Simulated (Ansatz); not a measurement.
## TiS2 under a change: x(Sn) = 0.5, 12 atoms, C2/c

Start from TiS2 in the CdI2 type structure (space group P-3m1, No. 164; a = 3.360 Å, c = 5.523 Å; layered, stacked along the Cartesian z axis).

The other end (x = 1) is SnS$_{2}$ in the CdI2 type structure (space group P-3m1, No. 164; layered, stacked along the Cartesian z axis): 22.57 Å³/atom, gap 1.27 eV.

It is then changed as follows: a fraction x = 0.5 of the Ti sites is given to Sn, ordered in a cell of 12 atoms (starting symmetry C2/c) and fully relaxed.

Calculations: Kohn–Sham DFT with the PBE-D3(BJ) functional, run in Ansatz (a quantum-chemistry and plane-wave program) with PAW and 420 eV plane waves, no spin-orbit coupling, earlier PAW set. Γ-centred 6×6×6 mesh, Fermi–Dirac width 0.05 eV, for the changed cell.

```csv
quantity,base,changed,shift
volume per atom,18.00 Å³,20.66 Å³,+2.66 Å³
density,3.44 g/cm³,3.95 g/cm³,+0.51 g/cm³
shortest interatomic distance,2.409 Å,2.366 Å,-0.043 Å
band gap,zero,0.24 eV,–
"gap character (in this cell's own zone, which can be folded)",–,"indirect, Γ → Γ–M₂ (83 % along)",–
"valence-band top at Γ (three highest levels, from the VBM)",–,"0.00, -0.47, -0.56 eV",–
mixing energy (to 0.01 eV only: unlike meshes or grids),–,+0.07 eV/atom,–
deviation of the volume from the linear (Vegard-type) interpolation,–,+1.9 %,–
mean first-shell distances,–,"Ti–S 2.447 Å (end compound 2.409 Å), Sn–S 2.571 Å (end compound 2.583 Å)",–
```

Final structure:

```xyz
12
Lattice="5.6717 -3.5793 0.0000 5.6717 3.5793 0.0000 -0.1316 0.0000 6.1071" Properties=species:S:1:pos:R:3 pbc="T T T"
Ti     5.5730    -0.7173     4.5803
Sn     5.5730     2.7104     4.5803
Ti     5.6388     0.7173     1.5268
Sn     5.6388    -2.7104     1.5268
S      4.1696    -0.7971     2.5965
S      4.1858     2.5783     2.4750
S      4.1038     0.7971     5.6501
S      4.1200    -2.5783     5.5285
S      7.0260    -2.5783     3.6321
S      7.0422     0.7971     3.5106
S      7.1080    -0.7971     0.4570
S      7.0917     2.5783     0.5786
```

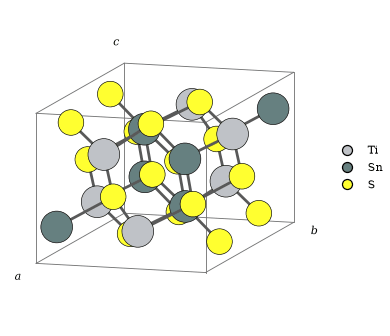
*The relaxed conventional cell after the change*

Each cell is one ordered arrangement of few atoms, which overstates ordering effects compared with a random alloy. Whether these cells are dynamically stable was not tested. All final runs are without spin polarisation. A zero or small gap of TiSnS4 and TiS2 can be the functional's error rather than a property of the material. k-point labels follow each cell's own Brillouin zone.
